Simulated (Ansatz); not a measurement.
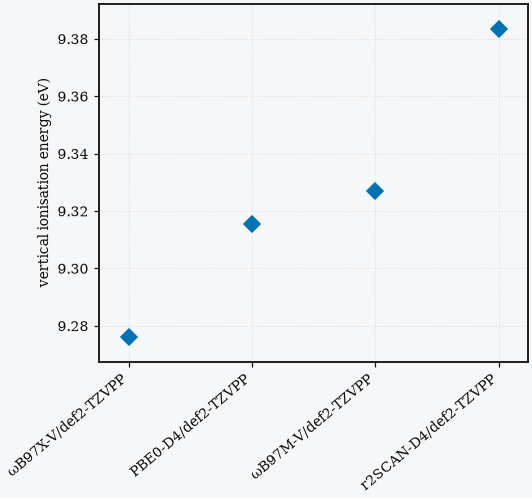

Vertical ionisation energy of CuH, singlet, taken as the energy of the cation less that of the neutral at fixed geometry (unrestricted doublet cation, cores frozen in correlated methods, no spin-orbit coupling), the Ansatz code, at a PBE0-D4/def2-TZVP geometry (a minimum by its frequencies). Choice of cores on heavy atoms: Zn/Cu 3s3p.

### What range do the values span?

From 9.28 eV (ωB97X-V/def2-TZVPP) to 9.38 eV (r2SCAN-D4/def2-TZVPP).

### Give the values.

| level | eV |
| --- | --- |
| ωB97X-V/def2-TZVPP | 9.28 |
| PBE0-D4/def2-TZVPP | 9.32 |
| ωB97M-V/def2-TZVPP | 9.33 |
| r2SCAN-D4/def2-TZVPP | 9.38 |

Caveats, for all or some of the runs: no scalar relativity up to krypton.
